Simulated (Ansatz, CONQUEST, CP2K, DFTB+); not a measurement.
**Other levels on glassy 47P2O5-53CaO (mol %) (83 atoms)**

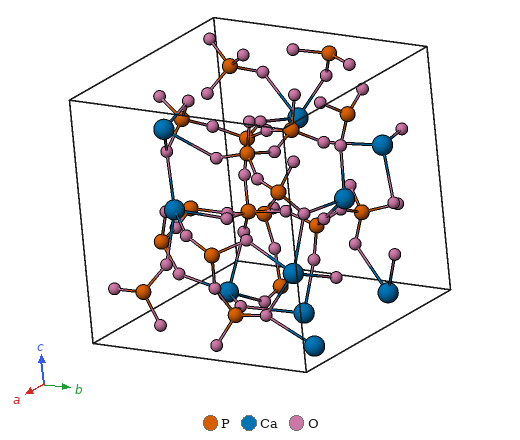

The cell (phosphorus orange, calcium blue, oxygen pink).

Density of this cell: 2.46 g/cm³. The cell holds 83 atoms: 18 P, 10 Ca and 55 O. Cell: a = 10.750 Å, b = 10.750 Å, c = 10.750 Å, α = 90.0°, β = 90.0°, γ = 90.0°. 83 atoms (18 P, 10 Ca, 55 O) placed at random at 2.65 g/cm³, melted at 4000 K for 10 ps at fixed volume with the Morse and Coulomb pair potential with partial charges (Pedone, Malavasi, Menziani, Cormack and Segre, J. Phys. Chem. B 110, 11780 (2006)). Quenched from 4000 K to 300 K at 500 K/ps and fixed volume, held 10 ps at zero pressure. Then every atom was moved at random, 0.03 Å r.m.s. a Cartesian component.

Geometry: as built.

The reference, a calculation:

```
method                                           : Kohn-Sham DFT, PBE, PAW, plane waves (Ansatz 0.2.0); cutoff 420 eV, Γ point, fermi-dirac smearing of 0.05 eV; PAW set soft_2
r.m.s. force component                           : 1.722 eV/Å
longest force                                    : 9.324 eV/Å
pressure                                         : 1.857 GPa
gap (highest filled to lowest empty level) : 2.186 eV
SCF cycles                                       : 9
time                                             : 27 s on 4 threads of Intel Xeon Platinum 8259CL at 2.50GHz (Skylake/Cascade Lake), shared host
CPU time                                         : 80 s
```

Q: Estimate the differences from the reference, the CPU time and the memory of each run.
- CP2K PBE, DZVP-MOLOPT-SR, 210/50 Ry, OT DIIS (CP2K 2026.2; 2 threads)
- CONQUEST PBE, grid 120 Ha (CONQUEST 1.3; 2 MPI ranks)
- CONQUEST PBE, grid 40 Ha (CONQUEST 1.3; 2 MPI ranks)
- DFTB+ IPEA1-xTB (DFTB+ 25.1; 1 thread)
- DFTB+ DFTB 3ob-3-1 (DFTB+ 25.1; 1 thread)
- CP2K PBE, DZVP-MOLOPT-SR, 600/70 Ry, OT DIIS (CP2K 2026.2; 4 MPI ranks)
- CP2K PBE, DZVP-MOLOPT-SR, 600/50 Ry, OT DIIS (CP2K 2026.2; 4 MPI ranks)

Differences are against the plane-wave reference, forces as r.m.s. over components; share is that over the reference's r.m.s. force, slope the least-squares factor from reference forces to these. Total energies of different programs have different zeros and aren't compared.

| run | Δ force, r.m.s. (meV/Å) | share (%) | slope | Δ pressure (GPa) | Δ gap (eV) | cores | CPU time | memory (GiB) |
| --- | --- | --- | --- | --- | --- | --- | --- | --- |
| reference | - | - | - | - | - | 4 | 80 s | 1.5 |
| CP2K PBE, DZVP-MOLOPT-SR, 210/50 Ry, OT DIIS (coarse) | 156 | 9.07 | 1.032 | 1.26 | -0.238 | 2 | 14 min | 0.71 |
| CONQUEST PBE, grid 120 Ha | 307 | 17.8 | 1.087 | 2.32 | -0.243 | 2 | 15 min | 9.3 |
| CONQUEST PBE, grid 40 Ha (coarse) | 2828 | 164 | 1.069 | 5.78 | -0.377 | 2 | 6.8 min | 3.1 |
| DFTB+ IPEA1-xTB | 767 | 44.5 | 0.878 | -4.01 | 0.517 | 1 | 43 s | 0.81 |
| DFTB+ DFTB 3ob-3-1 | 381 | 22.1 | 0.979 | 0.807 | 2.95 | 1 | 3.5 s | 0.11 |
| CP2K PBE, DZVP-MOLOPT-SR, 600/70 Ry, OT DIIS | 122 | 7.06 | 1.034 | 0.975 | -0.235 | 4 | 23 min | 3.1 |
| CP2K PBE, DZVP-MOLOPT-SR, 600/50 Ry, OT DIIS | 122 | 7.06 | 1.034 | 0.975 | -0.235 | 4 | 18 min | 3.1 |

Rows marked coarse were listed beforehand as settings not expected to be converged; some can still land near the reference.

CPU time is summed over cores on a shared host, where runs went side by side, so it is rough. Symmetry, cutoffs, thresholds, outputs and thread counts weren't matched or tuned between programs; memory under MPI is the largest rank's times the ranks.

The PBE runs in local orbitals, coarse settings apart, differ by 7.1 % (CP2K PBE, DZVP-MOLOPT-SR, 600/70 Ry, OT DIIS) to 18 % (CONQUEST PBE, grid 120 Ha); basis, grid and potentials can all enter. Tight binding differs by 22 % (DFTB+ DFTB 3ob-3-1) to 45 % (DFTB+ IPEA1-xTB); it is another model, with fitted parameters of its own, and the xTB methods hold dispersion. IPEA1-xTB was fitted to ionisation energies and electron affinities, not to forces or charges. Runs with settings chosen to be coarse differ by 9.1 % (CP2K PBE, DZVP-MOLOPT-SR, 210/50 Ry, OT DIIS) to 164 % (CONQUEST PBE, grid 40 Ha), their programs' other errors included. Periodic xTB results under one method name differ between programs and library versions (DFTB+ here holds tblite 0.3). The network of bonds at the start is that of the classical potential that made the cell, and needn't be the one that DFT or experiment would give. The electronic-structure runs sample only Γ, in a cell whose shortest periodic width is 11 Å.

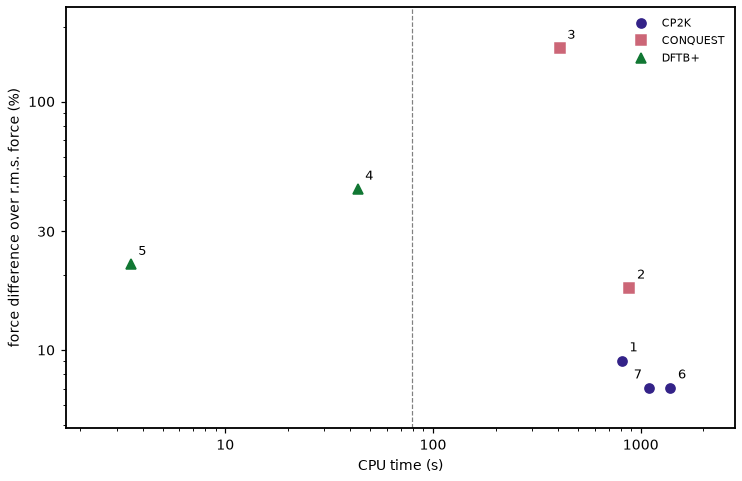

Force difference against CPU time; the dashed line marks the reference's time. Points: 1 CP2K PBE, DZVP-MOLOPT-SR, 210/50 Ry, OT DIIS; 2 CONQUEST PBE, grid 120 Ha; 3 CONQUEST PBE, grid 40 Ha; 4 DFTB+ IPEA1-xTB; 5 DFTB+ DFTB 3ob-3-1; 6 CP2K PBE, DZVP-MOLOPT-SR, 600/70 Ry, OT DIIS; 7 CP2K PBE, DZVP-MOLOPT-SR, 600/50 Ry, OT DIIS.

[Logs are printed without paths, hosts, clocks, repeated set-up lines and the standing remarks that a program may print on its own settings, such as how far it seeks lower states.]

[Hosts, paths, dates, database ids (printed as entryN), source tags and the programs' standing remarks are cut or masked in the printed files.]
